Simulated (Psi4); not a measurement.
# A workflow on C2H3BFN (SMILES FB1C=NC1)

Aim: a geometry optimisation (singlet C2H3BFN, B3LYP/def2-SVPD), then a single-point energy (doublet C2H3BFN+, UB3LYP/def2-SVPD), then a geometry optimisation (doublet C2H3BFN+, UB3LYP/def2-SVPD), then the energy (doublet C2H3BFN−, UB3LYP/def2-SVPD), then a structure relaxation (doublet C2H3BFN−, UB3LYP/def2-SVPD) of C2H3BFN. 

The results are computed with Psi4 1.11.

## (1) The molecule

C2H3BFN has 8 atoms, charge 0, and is taken as a singlet. SMILES: `FB1C=NC1`. The coordinates come from a PBE0-D4/def2-TZVP relaxation. The run starts from this shape.

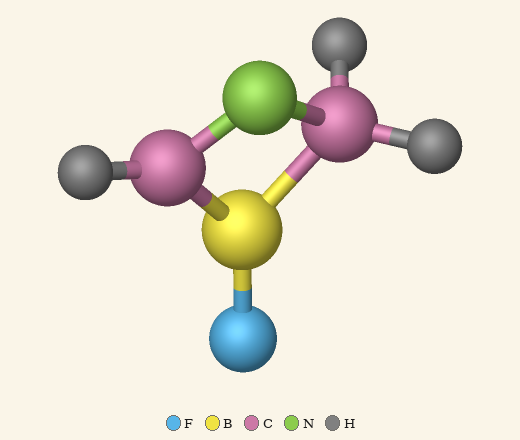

Viewed from a chosen angle; fluorine blue, boron yellow, carbon pink, nitrogen green, hydrogen grey.

## (2) A structure relaxation at B3LYP/def2-SVPD (density fitting) (run 1)

c2h3bfn.in

```
memory 1600 mb

molecule m {
  F      0.213200    -1.007300     1.918400
  B     -0.024100    -0.304800     0.836200
  C      0.319000     1.128500     0.345800
  N      0.303900     0.728600    -0.881200
  C     -0.301700    -0.640600    -0.682300
  H      0.656500     2.120900     0.633900
  H      0.257100    -1.432700    -1.186200
  H     -1.331600    -0.649700    -1.040300
  symmetry c1
}


optimize('b3lyp/def2-SVPD')
```

Launch:

```bash
psi4 -n 1 c2h3bfn.in c2h3bfn.out
```

c2h3bfn.out:

```text
[...]
  Running in c1 symmetry.
[...]
  Nuclear repulsion =  145.302480494240513
[...]
  Multiplicity = 1
[...]
  Nalpha       = 18
  Nbeta        = 18
[...]
    Number of basis functions: 127
[...]
   @DF-RKS iter   1:  -257.02754552158422   -1.85839e-01   5.52321e-03 ADIIS/DIIS
[...]
   @DF-RKS iter   9:  -257.28054920553558   -5.34328e-12   3.37023e-09 DIIS
[...]
  @DF-RKS Final Energy:  -257.28054920553558
   => Energetics <=
    Nuclear Repulsion Energy =            143.9464858090166217
    One-Electron Energy =                -635.7182240083561737
    Two-Electron Energy =                 261.4471563838703219
    DFT Exchange-Correlation Energy =     -26.9559673900663270
    Empirical Dispersion Energy =           0.0000000000000000
    VV10 Nonlocal Energy =                  0.0000000000000000
    Total Energy =                       -257.2805492055355785
[...]
  -Total Gradient:
     Atom            X                  Y                   Z
    ------   -----------------  -----------------  -----------------
       1        0.000011715456    -0.000001054765     0.000006098200
       2       -0.000008092324    -0.000046663118     0.000051465730
       3       -0.000020140978    -0.000026195676    -0.000020735048
       4        0.000006306171     0.000013975873    -0.000033503957
       5        0.000025600196     0.000080249709     0.000024269653
       6       -0.000002937133     0.000002465502    -0.000001984657
       7       -0.000008512126    -0.000001554234    -0.000006618265
       8       -0.000005842419    -0.000005238642     0.000002299702
[...]
```

On the terminal:

```text
Optimizer: Optimization complete!
```

Wall time 3.2 min (1 thread of AMD EPYC 7R43 (Zen 3), shared host); peak memory 0.9 GiB.

Steps, from the record of the run:

```csv
step,energy from the first frame kept (eV),largest force (eV/Å)
0,0.0000,0.4515
1,-0.0096,0.1180
2,-0.0102,0.0770
3,-0.0114,0.0633
4,-0.0123,0.1359
5,-0.0133,0.1058
6,-0.0140,0.0398
7,-0.0142,0.0273
8,-0.0143,0.0201
9,-0.0143,0.0061
10,-0.0144,0.0083
11,-0.0144,0.0055
12,-0.0145,0.0045
```

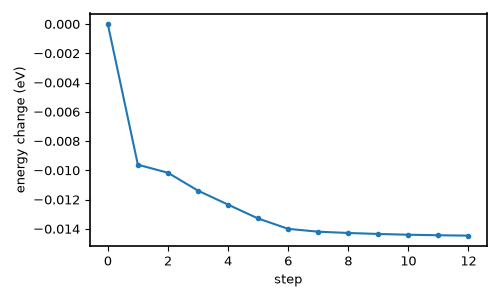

Energy along the run.

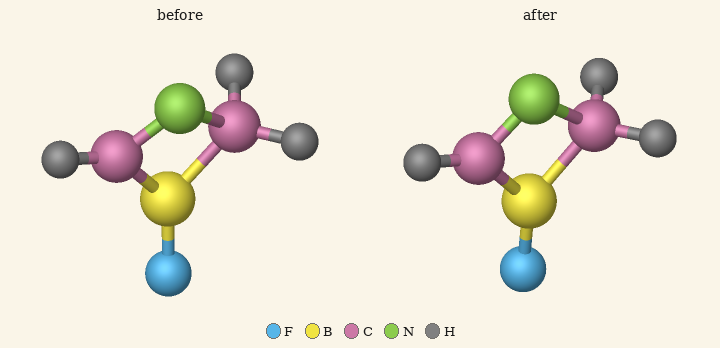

Before and after, at one scale.

After the run. Bond lengths: F1–B2 1.319 Å, B2–C3 1.565 Å, C3–N4 1.297 Å, B2–C5 1.591 Å, N4–C5 1.520 Å, C3–H6 1.095 Å, C5–H7 1.100 Å, C5–H8 1.099 Å. Some angles: F1–B2–C3 137.6°, F1–B2–C5 136.8°, C3–B2–C5 85.5°, B2–C3–N4 92.2°, C3–N4–C5 98.8°, B2–C5–N4 83.4°, B2–C3–H6 145.1°, N4–C3–H6 122.7°, B2–C5–H7 119.8°, B2–C5–H8 119.6°.

## (3) The doublet cation: a single-point energy at UB3LYP/def2-SVPD (density fitting) (run 2)

c2h3bfn.dat

```
memory 1600 MB

molecule geom {
  1 2
  F
  B 1 1.319092
  C 2 1.565435 1 137.58722
  N 3 1.296944 2 92.20261 1 176.82066
  C 4 1.519944 3 98.78786 2 1.19966
  H 3 1.094815 4 122.70156 5 -179.7136
  H 5 1.099571 4 111.67428 3 -120.68564
  H 5 1.099391 7 108.34894 4 122.98503
  symmetry c1
}

set basis def2-SVPD
set reference uks

e = energy('b3lyp')
```

Launch:

```bash
psi4 -n 1 c2h3bfn.dat c2h3bfn.out
```

c2h3bfn.out:

```text
[...]
  Running in c1 symmetry.
[...]
  Nuclear repulsion =  143.946491003233490
[...]
  Multiplicity = 2
[...]
  Nalpha       = 18
  Nbeta        = 17
[...]
    Number of basis functions: 127
[...]
   @DF-UKS iter   1:  -256.75363752974175    3.39074e-02   4.67204e-03 DIIS/ADIIS
[...]
   @DF-UKS iter  12:  -256.91334525203138   -9.80367e-08   6.02387e-07 DIIS
[...]
   @S^2 Observed:                7.610321527E-01
[...]
  @DF-UKS Final Energy:  -256.91334525203138
   => Energetics <=
    Nuclear Repulsion Energy =            143.9464910032334899
    One-Electron Energy =                -626.3260312706199784
    Two-Electron Energy =                 252.1440657790829505
    DFT Exchange-Correlation Energy =     -26.6778707637278494
    Empirical Dispersion Energy =           0.0000000000000000
    VV10 Nonlocal Energy =                  0.0000000000000000
    Total Energy =                       -256.9133452520313767
[...]
 Multipole Moments:
 ------------------------------------------------------------------------------------
     Multipole            Electronic (a.u.)      Nuclear  (a.u.)        Total (a.u.)
 ------------------------------------------------------------------------------------
 L = 1.  Multiply by 2.5417464519 to convert [e a0] to [Debye]
 Dipole X            :         -0.1005203            0.0870290           -0.0134913
 Dipole Y            :         -1.4125125            1.2171182           -0.1953943
 Dipole Z            :         -3.3156857            4.5687330            1.2530473
 Magnitude           :                                                    1.2682620
[...]
```

It took 28 s on 1 thread of AMD EPYC 7R43 (Zen 3), shared host; peak memory 0.84 GiB.

## (4) The doublet cation: a geometry optimisation at UB3LYP/def2-SVPD (density fitting) (run 3)

c2h3bfn.xyz

```xyz
8
C2H3BFN
F      0.102842    -1.002588     1.966772
B      0.090234    -0.338092     0.827347
C      0.450081     1.099850     0.323940
N      0.184891     0.789511    -0.907087
C     -0.249730    -0.651423    -0.694850
H      0.804117     2.092459     0.620599
H      0.379141    -1.352980    -1.261768
H     -1.295891    -0.802455    -0.997169
```

job.py

```python
import psi4

psi4.set_memory(1600000000)
psi4.set_num_threads(1)
psi4.core.set_output_file('output.dat', False)

with open('c2h3bfn.xyz') as f:
    atoms = ''.join(f.readlines()[2:])
geom = psi4.geometry('1 2\n' + atoms + 'symmetry c1')

psi4.set_options({
    'basis': 'def2-SVPD',
    'reference': 'uks',
    'geom_maxiter': 50,
})

e = psi4.optimize("b3lyp")
print(f'b3lyp energy: {e:.10f} Eh')
geom.save_xyz_file('final.xyz', False)
```

Launch:

```bash
python job.py
```

output.dat:

```text
[...]
  Running in c1 symmetry.
[...]
  Nuclear repulsion =  143.946498176409762
[...]
  Multiplicity = 2
[...]
  Nalpha       = 18
  Nbeta        = 17
[...]
    Number of basis functions: 127
[...]
   @DF-UKS iter   1:  -256.75363752814451    3.39069e-02   4.67204e-03 ADIIS/DIIS
[...]
   @DF-UKS iter   8:  -256.93383053681788   -8.07177e-12   9.58608e-09 DIIS
[...]
   @S^2 Observed:                7.555167041E-01
[...]
  @DF-UKS Final Energy:  -256.93383053681788
   => Energetics <=
    Nuclear Repulsion Energy =            144.9888061643208061
    One-Electron Energy =                -628.3595669088397244
    Two-Electron Energy =                 253.1269839300177011
    DFT Exchange-Correlation Energy =     -26.6900537223166801
    Empirical Dispersion Energy =           0.0000000000000000
    VV10 Nonlocal Energy =                  0.0000000000000000
    Total Energy =                       -256.9338305368178794
[...]
  -Total Gradient:
     Atom            X                  Y                   Z
    ------   -----------------  -----------------  -----------------
       1        0.000008340956     0.000021591901     0.000007461840
       2       -0.000008836198    -0.000000639264    -0.000067801418
       3        0.000009866287    -0.000023666856     0.000094424665
       4       -0.000014511438    -0.000023145893    -0.000027405730
       5        0.000011680362     0.000050342696     0.000043226219
       6       -0.000002028151     0.000011431947    -0.000042818681
       7       -0.000004379312    -0.000002527095    -0.000007680252
       8        0.000005266520    -0.000007176494    -0.000015245945
[...]
```

Standard output:

```text
Some dependencies such as QCElemental have not yet finished migration to pydantic v2. If issues are encountered please downgrade pydantic or upgrade QCElemental as appropriate
	Previous geometry is closer to target in internal coordinates, so using that one.

	Best geometry has RMS(Delta(q)) = 1.16e-05

	Previous geometry is closer to target in internal coordinates, so using that one.

	Best geometry has RMS(Delta(q)) = 1.20e-06

	Previous geometry is closer to target in internal coordinates, so using that one.

	Best geometry has RMS(Delta(q)) = 6.22e-09

Optimizer: Optimization complete!
b3lyp energy: -256.9338305368 Eh
```

It took 4.4 min on 1 thread of AMD EPYC 7R43 (Zen 3), shared host; peak memory 0.91 GiB.

Step by step:

| step | energy from the first frame kept (eV) | largest force (eV/Å) |
| --- | --- | --- |
| 0 | 0.0000 | 4.3455 |
| 1 | -0.5170 | 0.9342 |
| 2 | -0.5474 | 0.4487 |
| 3 | -0.5537 | 0.2553 |
| 4 | -0.5552 | 0.1657 |
| 5 | -0.5565 | 0.1098 |
| 6 | -0.5570 | 0.0647 |
| 7 | -0.5574 | 0.0281 |
| 8 | -0.5574 | 0.0137 |
| 9 | -0.5574 | 0.0050 |

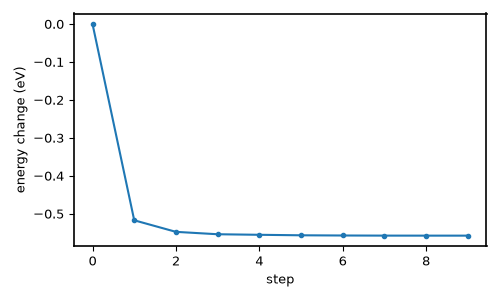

Energy along the run.

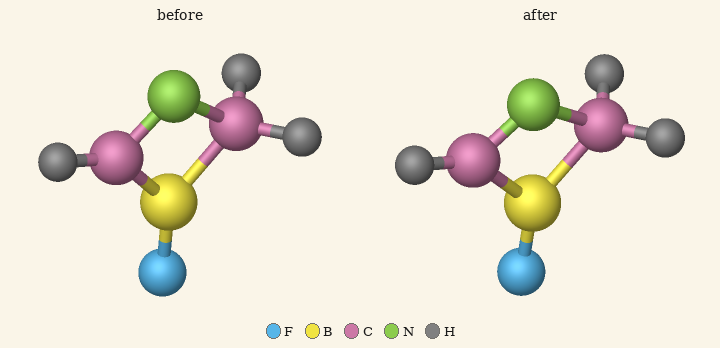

Before and after, at one scale.

After the run. Bond lengths: F1–B2 1.283 Å, B2–C3 1.660 Å, C3–N4 1.257 Å, B2–C5 1.597 Å, N4–C5 1.507 Å, C3–H6 1.096 Å, C5–H7 1.097 Å, C5–H8 1.097 Å. Some angles: F1–B2–C3 131.3°, F1–B2–C5 139.1°, C3–B2–C5 89.6°, B2–C3–N4 81.5°, C3–N4–C5 112.1°, B2–C5–N4 76.8°, B2–C3–H6 147.6°, N4–C3–H6 130.9°, B2–C5–H7 119.6°, B2–C5–H8 119.6°.

## (5) The doublet anion: a single-point energy at UB3LYP/def2-SVPD (density fitting) (run 4)

calc.in

```
memory 1600 mb

molecule molecule1 {
  -1 2
  F
  B 1 r2
  C 2 r3 1 a3
  N 3 r4 2 a4 1 d4
  C 4 r5 3 a5 2 d5
  H 3 r6 4 a6 5 d6
  H 5 r7 4 a7 3 d7
  H 5 r8 7 a8 4 d8

  r2 = 1.319092
  r3 = 1.565435
  a3 = 137.58722
  r4 = 1.296944
  a4 = 92.20261
  d4 = 176.82066
  r5 = 1.519944
  a5 = 98.78786
  d5 = 1.19966
  r6 = 1.094815
  a6 = 122.70156
  d6 = -179.7136
  r7 = 1.099571
  a7 = 111.67428
  d7 = -120.68564
  r8 = 1.099391
  a8 = 108.34894
  d8 = 122.98503
  symmetry c1
}

set basis def2-SVPD
set reference uks

result = energy("b3lyp")
print_variables()
```

Launch:

```bash
psi4 calc.in calc.out -n 1
```

calc.out:

```text
[...]
  Running in c1 symmetry.
[...]
  Nuclear repulsion =  143.946491003233490
[...]
  Multiplicity = 2
[...]
  Nalpha       = 19
  Nbeta        = 18
[...]
    Number of basis functions: 127
[...]
   @DF-UKS iter   1:  -256.79649372542031   -8.94875e-03   7.27296e-03 DIIS/ADIIS
[...]
   @DF-UKS iter  11:  -257.28010945612272   -5.67326e-08   8.72080e-07 DIIS
[...]
   @S^2 Observed:                7.573321036E-01
[...]
  @DF-UKS Final Energy:  -257.28010945612272
   => Energetics <=
    Nuclear Repulsion Energy =            143.9464910032334899
    One-Electron Energy =                -644.3883925391094181
    Two-Electron Energy =                 270.3519038324105281
    DFT Exchange-Correlation Energy =     -27.1901117526573586
    Empirical Dispersion Energy =           0.0000000000000000
    VV10 Nonlocal Energy =                  0.0000000000000000
    Total Energy =                       -257.2801094561227160
[...]
 Multipole Moments:
 ------------------------------------------------------------------------------------
     Multipole            Electronic (a.u.)      Nuclear  (a.u.)        Total (a.u.)
 ------------------------------------------------------------------------------------
 L = 1.  Multiply by 2.5417464519 to convert [e a0] to [Debye]
 Dipole X            :         -0.0921393            0.0870290           -0.0051103
 Dipole Y            :         -0.9000170            1.2171182            0.3171012
 Dipole Z            :         -5.4379977            4.5687330           -0.8692647
 Magnitude           :                                                    0.9253110
[...]
```

It took 24 s on 1 thread of AMD EPYC 7R43 (Zen 3), shared host; peak memory 0.84 GiB.

## (6) The doublet anion: a structure relaxation at UB3LYP/def2-SVPD (density fitting) (run 5)

job.py

```python
import psi4

psi4.set_memory(1600000000)
psi4.set_num_threads(1)
psi4.set_output_file('output.dat', False)

molecule = psi4.geometry("""
-1 2
F      0.19434321    -1.89461674     3.71666043
B      0.17051755    -0.63890128     1.56345924
C      0.85052982     2.07841528     0.61215788
N      0.34939335     1.49195956    -1.71414600
C     -0.47192131    -1.23101106    -1.31307620
H      1.51956090     3.95417444     1.17276214
H      0.71647265    -2.55676165    -2.38439595
H     -2.44887908    -1.51642018    -1.88437631
units au
symmetry c1
""")

psi4.set_options({
    'basis': 'def2-SVPD',
    'reference': 'uks',
    'geom_maxiter': 50,
})

result = psi4.optimize('b3lyp')
print(f'total energy {result:.8f} hartree = {result * 27.211386:.5f} eV')
print(molecule.to_string(dtype='xyz', units='Angstrom'))
```

Launch:

```bash
python job.py
```

output.dat:

```text
[...]
  Running in c1 symmetry.
[...]
  Nuclear repulsion =  143.946498223098502
[...]
  Multiplicity = 2
[...]
  Nalpha       = 19
  Nbeta        = 18
[...]
    Number of basis functions: 127
[...]
   @DF-UKS iter   1:  -256.79649358952940   -8.94892e-03   7.27296e-03 ADIIS/DIIS
[...]
   @DF-UKS iter   9:  -257.29275402288016   -1.81899e-12   2.02289e-09 DIIS
[...]
   @S^2 Observed:                7.579317205E-01
[...]
  @DF-UKS Final Energy:  -257.29275402288016
   => Energetics <=
    Nuclear Repulsion Energy =            141.4901103472451780
    One-Electron Energy =                -639.6210869952928988
    Two-Electron Energy =                 267.9823844925002732
    DFT Exchange-Correlation Energy =     -27.1441618673326666
    Empirical Dispersion Energy =           0.0000000000000000
    VV10 Nonlocal Energy =                  0.0000000000000000
    Total Energy =                       -257.2927540228801604
[...]
  -Total Gradient:
     Atom            X                  Y                   Z
    ------   -----------------  -----------------  -----------------
       1       -0.000002993351    -0.000030345151     0.000041629725
       2       -0.000018589177     0.000010468713    -0.000039825088
       3       -0.000025037394     0.000000051025    -0.000077274226
       4       -0.000002737028    -0.000037876866     0.000048135327
       5        0.000064158758     0.000048862599     0.000021029536
       6        0.000009639730    -0.000001819975     0.000023356418
       7       -0.000009060623     0.000001243841    -0.000009731030
       8       -0.000015174614    -0.000000235652     0.000011525776
[...]
```

On the terminal:

```text
Optimizer: Optimization complete!
total energy -257.29275402 hartree = -7001.29244 eV
8
-1 2 BC2FH3N
F                    -0.019331593910    -0.930839659131     1.628659774276
B                     0.009232276253    -0.204949264573     0.439767432533
C                     0.350971749175     1.161271985671    -0.051096990178
N                     0.048151684221     0.885839803455    -1.369946222127
C                    -0.350245395094    -0.546200035833    -1.097622815736
H                     0.709043248304     2.154332869057     0.255788524773
H                     0.279731816585    -1.260661385628    -1.663974106973
H                    -1.402893951370    -0.739406175315    -1.385328040928
```

It took 4 min on 1 thread of AMD EPYC 7R43 (Zen 3), shared host; peak memory 0.91 GiB.

The path in brief:

| step | energy from the first frame kept (eV) | largest force (eV/Å) |
| --- | --- | --- |
| 0 | 0.0000 | 4.2966 |
| 1 | -0.3037 | 1.4642 |
| 2 | -0.3397 | 0.3937 |
| 3 | -0.3398 | 0.2064 |
| 4 | -0.3439 | 0.0674 |
| 5 | -0.3441 | 0.0133 |
| 6 | -0.3441 | 0.0043 |

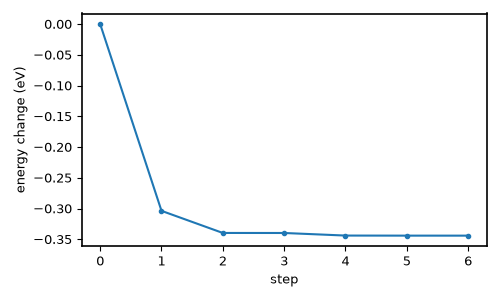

Energy along the run.

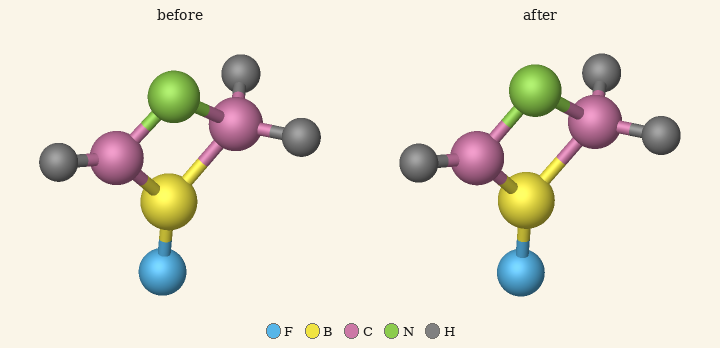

Before and after, at one scale.

After the run. Bond lengths: F1–B2 1.393 Å, B2–C3 1.491 Å, C3–N4 1.381 Å, B2–C5 1.615 Å, N4–C5 1.511 Å, C3–H6 1.099 Å, C5–H7 1.108 Å, C5–H8 1.108 Å. Some angles: F1–B2–C3 139.7°, F1–B2–C5 134.2°, C3–B2–C5 86.1°, B2–C3–N4 94.7°, C3–N4–C5 94.3°, B2–C5–N4 85.0°, B2–C3–H6 144.1°, N4–C3–H6 121.2°, B2–C5–H7 119.7°, B2–C5–H8 119.7°.

## (7) Results

| quantity | value |
| --- | --- |
| run 1, B3LYP/def2-SVPD: total energy at the end | -257.28055 Eh |
| run 1, B3LYP/def2-SVPD: dipole moment | 0.62 D |
| run 1, B3LYP/def2-SVPD: HOMO energy | -7.45 eV |
| run 1, B3LYP/def2-SVPD: LUMO energy | -2.31 eV |
| run 1, B3LYP/def2-SVPD: HOMO–LUMO gap | 5.13 eV |
| doublet cation, run 2: total energy | -256.91335 Eh |
| doublet cation, run 2: HOMO energy (highest over α and β) | -15.65 eV |
| doublet cation, run 2: LUMO energy (lowest over α and β) | -12.52 eV |
| doublet cation, run 2: ⟨S²⟩ | 0.761 |
| doublet cation, run 3: total energy at the end | -256.93383 Eh |
| doublet cation, run 3: HOMO energy (highest over α and β) | -15.07 eV |
| doublet cation, run 3: LUMO energy (lowest over α and β) | -11.32 eV |
| doublet cation, run 3: ⟨S²⟩ | 0.756 |
| doublet anion, run 4: total energy | -257.28011 Eh |
| doublet anion, run 4: HOMO energy (highest over α and β) | 2.32 eV |
| doublet anion, run 4: LUMO energy (lowest over α and β) | 4.36 eV |
| doublet anion, run 4: ⟨S²⟩ | 0.757 |
| doublet anion, run 5: total energy at the end | -257.29275 Eh |
| doublet anion, run 5: HOMO energy (highest over α and β) | 1.62 eV |
| doublet anion, run 5: LUMO energy (lowest over α and β) | 4.34 eV |
| doublet anion, run 5: ⟨S²⟩ | 0.758 |
| adiabatic electron affinity (to the doublet anion, no zero-point term) | 0.332 eV |
| adiabatic ionisation energy (to the doublet cation, no zero-point term) | 9.435 eV |

What this shows: The adiabatic electron affinity (to the doublet anion, no zero-point term) is 0.33 eV (32.0 kJ/mol). The adiabatic ionisation energy (to the doublet cation, no zero-point term) is 9.43 eV (910 kJ/mol). The optimisation (run 1, B3LYP/def2-SVPD) took 13 steps and changed the energy by -0.014 eV. The optimisation (doublet cation, run 3) took 10 steps and changed the energy by -0.557 eV. The HOMO (doublet anion, run 4) lies at positive energy, 2.32 eV; only total energies tell whether the electron is bound. The optimisation (doublet anion, run 5) took 7 steps and changed the energy by -0.344 eV.
